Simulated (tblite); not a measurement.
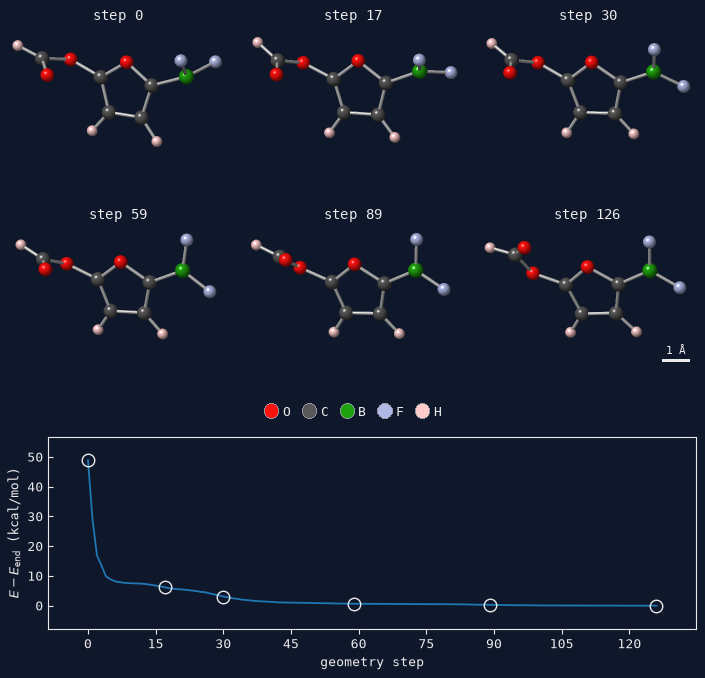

Frames of a relaxation of C₅H₃BF₂O₃, marked on the history of the run. The picture is a ball-and-stick view, seen at a tilt.

Level of theory: GFN2-xTB geometry optimisation, gas phase in tblite 0.8.0. 

### What happens along the run?

The largest move after the best rigid fit is that of an F atom, 1.33 Å. By element the largest moves are F 1.33 Å, O 1.08 Å, H 0.70 Å, C 0.39 Å, B 0.32 Å. Some distances before and after: B–F 1.458 → 1.314 Å, C–O 1.286 → 1.187 Å, C–O 1.404 → 1.348 Å, C–O 1.393 → 1.357 Å. Bond angles that change, for instance: O–C–H 124.0° → 106.8°, O–C–O 113.5° → 127.3°, C–B–F 113.8° → 124.4°. Groups turn about C–O by about 60°. After 126 geometry steps the energy has fallen by 48.9 kcal/mol. The run took 1.4 s on 1 thread of Arm Neoverse N1, with other jobs on the host. From step 0 to 17: an F atom moves most (0.46 Å), energy −42.8 kcal/mol. From step 17 to 30: an F atom moves most (0.58 Å), energy −3.12 kcal/mol. From step 30 to 59: an F atom moves most (0.55 Å), energy −2.42 kcal/mol. From step 59 to 89: an O atom moves most (0.41 Å), energy −0.38 kcal/mol. From step 89 to 126: an O atom moves most (0.49 Å), energy −0.28 kcal/mol.

```tsv
step	E − E(0), kcal/mol
0	0.00
1	-19.82
2	-32.08
3	-35.50
4	-39.10
5	-40.12
6	-40.74
7	-41.04
8	-41.26
9	-41.37
10	-41.43
16	-42.47
22	-43.67
28	-45.17
34	-46.89
41	-47.70
47	-47.96
53	-48.14
59	-48.29
65	-48.34
71	-48.41
77	-48.45
83	-48.51
89	-48.67
95	-48.79
102	-48.88
108	-48.90
114	-48.92
120	-48.94
126	-48.95
```
